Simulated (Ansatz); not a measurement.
# BH7OSi: the cost of one run

The runs use Ansatz 0.2.0, Gaussian basis; PBE0-D4/def2-SVP.

## (1) The system as given

The start, a first-order saddle point found at PBE0-D4 in triple zeta: 10 atoms, charge 0, spin multiplicity 1.

Atoms are counted from 1 here; the program's logs count them from 0.

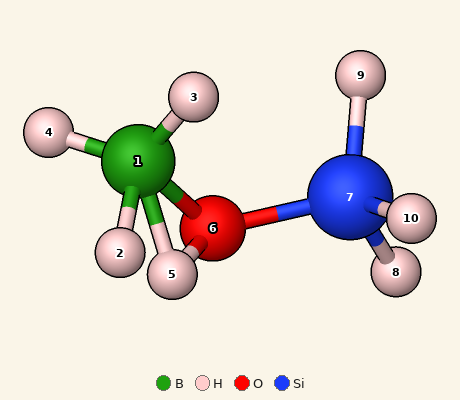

The starting geometry (boron green, hydrogen pink, oxygen red, silicon blue); atoms are numbered from 1 in the order of the file.

As a file:

```
B    -0.9025    0.4802   -0.8910
H    -0.1679    1.4418   -1.4207
H    -0.6484   -0.5196   -1.5025
H    -2.0230    0.8848   -0.8242
H     0.1576    1.2625   -0.4452
O    -0.1569    0.5501    0.5087
Si    0.7428   -0.7500    1.0275
H     1.2935   -0.3981    2.3573
H    -0.1450   -1.9338    1.1164
H     1.8500   -1.0179    0.0736
```

## (2) The run

md/in.yaml reads:

```yaml
crystal:
  periodic: [false, false, false]
  atoms:
    - {symbol: B, position_ang: [-0.902531, 0.480166, -0.891002]}
    - {symbol: H, position_ang: [-0.167868, 1.441754, -1.420658]}
    - {symbol: H, position_ang: [-0.648390, -0.519633, -1.502528]}
    - {symbol: H, position_ang: [-2.022974, 0.884786, -0.824171]}
    - {symbol: H, position_ang: [0.157569, 1.262532, -0.445222]}
    - {symbol: O, position_ang: [-0.156932, 0.550095, 0.508663]}
    - {symbol: Si, position_ang: [0.742790, -0.750031, 1.027549]}
    - {symbol: H, position_ang: [1.293473, -0.398137, 2.357285]}
    - {symbol: H, position_ang: [-0.145003, -1.933769, 1.116360]}
    - {symbol: H, position_ang: [1.849966, -1.017863, 0.073624]}
basis:
  gaussian: {orbitals: def2-SVP}
hamiltonian: {xc: pbe0, dispersion: d4}
md: {n_steps: 30, timestep: 0.5, temperature: 1500, ensemble: nve, seed: 589, initial_velocities: maxwell_boltzmann}
```

The run is started by

```
$ ansatz run in.yaml --threads 2 --pin off --events-out ev --progress --plain --max-ram 4352MiB
```

**Question.** How long does this run take on 2 threads of Arm Neoverse V2, shared host?

About 36 s.
